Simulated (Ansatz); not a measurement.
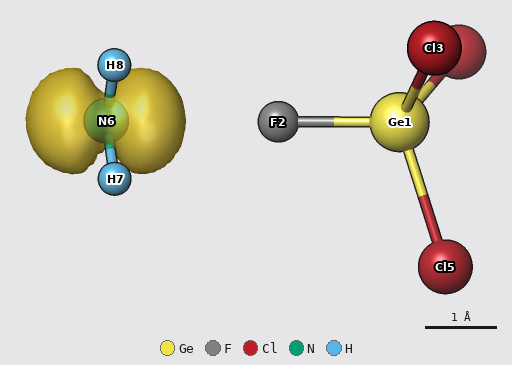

*Cl3FGe···NH2 (doublet). Isosurface of the spin density (α minus β) at +0.08 e/Å³ (yellow), seen across its widest extent.*

Not at a stationary point (largest force 1.0 eV/Å).

Method: Ansatz 0.2.0, UKS PBE/def2-SVP.

```yaml
atoms:
  - { symbol: Ge, position_ang: [-0.0029, 0.0033, -0.0780] }
  - { symbol: F, position_ang: [-0.0308, 0.0213, 1.6347] }
  - { symbol: Cl, position_ang: [2.0525, -0.0098, -0.6824] }
  - { symbol: Cl, position_ang: [-0.9998, 1.7519, -0.7987] }
  - { symbol: Cl, position_ang: [-1.0028, -1.7726, -0.7335] }
  - { symbol: N, position_ang: [-0.3753, 0.2364, 4.0927] }
  - { symbol: H, position_ang: [-0.2483, -0.7920, 3.9307] }
  - { symbol: H, position_ang: [0.6096, 0.5616, 3.9367] }
```

Question: Describe the spin distribution.

Answer: The unpaired spin (1 electron) lies mostly on N6 (about 0.9), in electrons by Hirshfeld's partition.
